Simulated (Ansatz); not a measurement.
The structure below was relaxed with r2SCAN/PAW in Ansatz (an electronic-structure program), no spin-orbit coupling, earlier PAW set.

```yaml
crystal:
  lattice:
    - [4.20473, 0.00000, 0.00000]
    - [0.00000, 4.20473, 0.00000]
    - [0.00000, 0.00000, 4.20473]
  atoms:
    - { symbol: Ba, position: [0.00000, 0.00000, 0.00000] }
    - { symbol: Zr, position: [0.50000, 0.50000, 0.50000] }
    - { symbol: O, position: [0.00000, 0.50000, 0.50000] }
    - { symbol: O, position: [0.50000, 0.50000, 0.00000] }
    - { symbol: O, position: [0.50000, 0.00000, 0.50000] }
```

Task: Find the space group and the Wyckoff positions.

Result: Space group Pm-3m (No. 221); a = b = c = 4.205 Å, α = β = γ = 90.00°

```
atom  site  symmetry       x       y       z
----  ----  --------  ------  ------  ------
Ba      1a      m-3m  0.0000  0.0000  0.0000
Zr      1b      m-3m  0.5000  0.5000  0.5000
O       3c    4/mm.m  0.0000  0.5000  0.5000
```

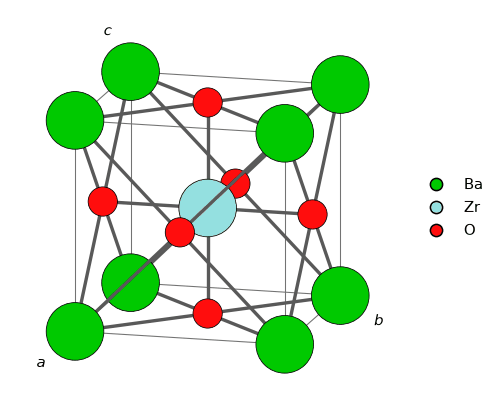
The conventional cell

No phonon test of stability was made. The cell was made from BaTiO3 by this change: Ti → Zr. Many cubic perovskites are stable only at high temperature; tilts and polar distortions were not tested.
